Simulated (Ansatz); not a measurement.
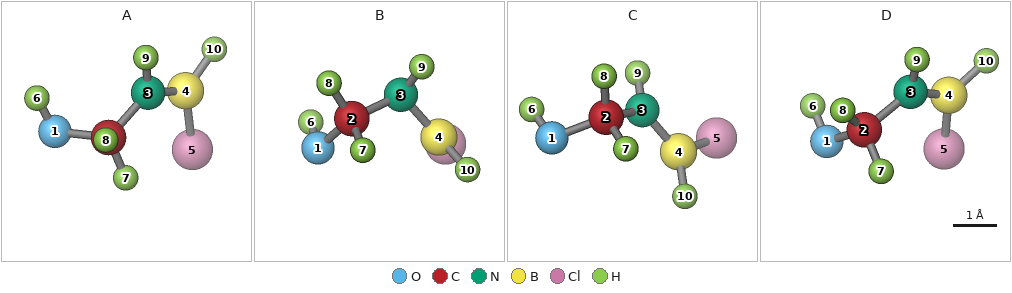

4 geometries from a converged minimum-energy path of CH5BClNO, shuffled. A ball-and-stick model, seen at a tilt.

Theory: RKS r2SCANh-D4/def2-SVP in Ansatz. Set-up: 5 movable images; climbing image; force threshold 0.05 eV/Å; iteration limit 60; starting path through a guess of the saddle point.

Which frame is the transition state?

B. In order along the path, whose images run from 0 to 6: A (image 0, 0.0 kJ/mol), D (image 1, +9.0 kJ/mol), B (image 3, +104.6 kJ/mol), C (image 6, −1.9 kJ/mol). The motion is a rotation about the N3–B4 bond by about 180°. No bond forms or breaks between the ends. Bond angles that change up to the highest image, for instance: C2–N3–B4 127.8° → 114.0°, N3–C2–H7 108.2° → 113.9°.

Cost: 6.9 min on 2 threads of Intel(R) Xeon(R) Platinum 8375C CPU @ 2.90GHz (Ice Lake), with other jobs on the host, peak memory 0.24 GiB.
